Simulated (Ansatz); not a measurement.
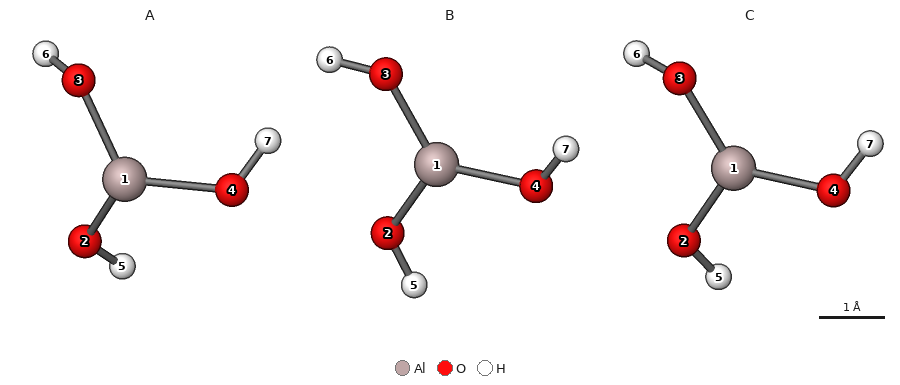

3 geometries from one relaxation of AlH3O3, in shuffled order. Style: ball-and-stick. Shown at a tilt.

It is one of the separated reactants of a reaction.

These are results of RKS PBE0-D4/def2-TZVP (Ansatz), not measurements. Set-up: force threshold 0.005 eV/Å; at most 200 steps.

### Order the frames from highest to lowest energy.

A, C, B. They are steps 0, 2, 6, at +41.8 kJ/mol, +11.6 kJ/mol relative to the last. The largest move after the best rigid fit is that of Al1, 0.47 Å. By element the largest moves are Al 0.47 Å, H 0.38 Å, O 0.20 Å. Some distances before and after: Al1–O2 1.723 → 1.689 Å. Among the angles between lasting bonds that change: O2–Al1–O3 117.4° → 120.0°. The energy falls by 41.8 kJ/mol in 6 geometry steps. Largest force component: 1.9 eV/Å at the start, 0.0017 eV/Å at the end. The run took 14 s on 8 threads of Intel Xeon @ 2.50GHz (shared host).
